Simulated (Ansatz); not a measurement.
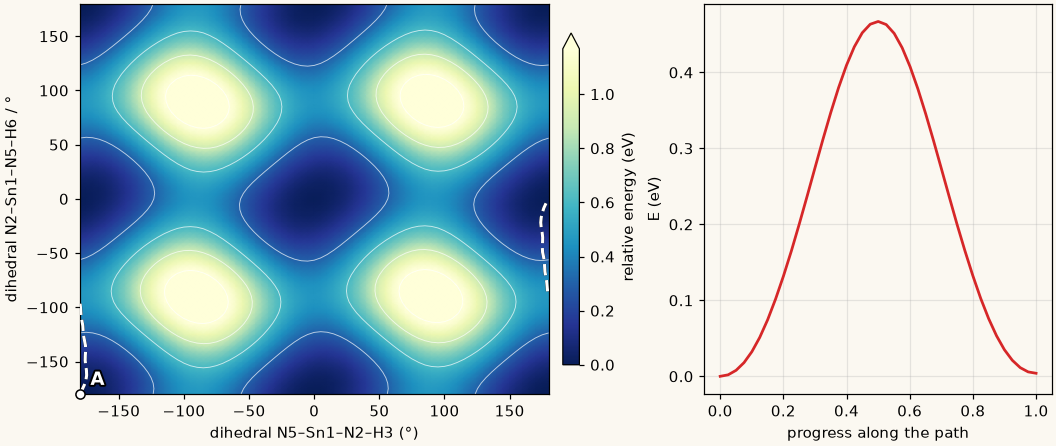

Sn(NH2)2. First axis: dihedral N5–Sn1–N2–H3. Second axis: dihedral N2–Sn1–N5–H6. Nothing is relaxed (all other coordinates rigid). The scan uses an 18 × 18 grid; 292 points were computed and 32 follow by symmetry. Points are written as (first, second). All energies are given in eV relative to the lowest grid point. All numbers below come from RKS r2SCAN-D4/def2-SVP in Ansatz.

The picture shows a smooth colour map with a few white contour lines, a line along the lowest path, one colour for all values above the top of the scale, the energy along the path at the right, the start A. Between grid points the surface is interpolated.

Question: Describe the path and its barrier.

Answer: The easiest path leads from the well at (−180°, −180°) to a well of about the same depth at (−180°, 0°). Its highest point lies about 0.47 eV above the bottom of the first well on the interpolated surface, at about (180°, −90°). The start is the relaxed structure and all else is held, so a fully relaxed path at this level can only be lower.
